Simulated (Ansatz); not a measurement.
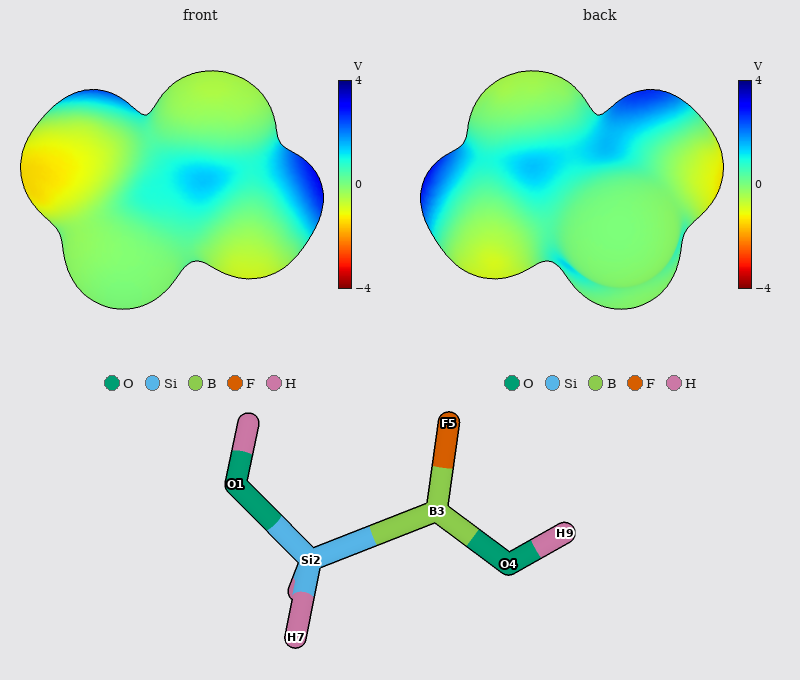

Figure. BFH₄O₂Si. The molecular electrostatic potential painted on the density surface at 0.002 e/bohr³, seen from the front and from behind; the colour scale runs from red (negative) to blue (positive). The bare structure is drawn below in the same view.

Geometry: PBE0-D4/def2-TZVP.

Theory: Ansatz 0.2.0, RKS PBE0-D4/def2-TZVPP.

```xyz
9

O     1.1525    0.6501    1.7030
Si    0.8376   -0.4398    0.5002
B    -0.7015    0.1940   -0.6709
O    -0.9680   -0.3816   -1.8590
F    -1.4885    1.1969   -0.2504
H     0.4010    1.0981    2.0929
H     2.0933   -0.5798   -0.2781
H     0.4933   -1.7816    1.0563
H    -1.7313   -0.0026   -2.3111
```

### Which sites attract a positive test charge, and which a negative one?

A positive charge is drawn to the negative regions and a negative charge to the positive ones. The most negative region (about −1.4 V, or −32 kcal/mol for a unit charge) lies over O1, the most positive (about +2.9 V, or +67 kcal/mol for a unit charge) over H9. O1 is the likeliest acceptor of a hydrogen bond.
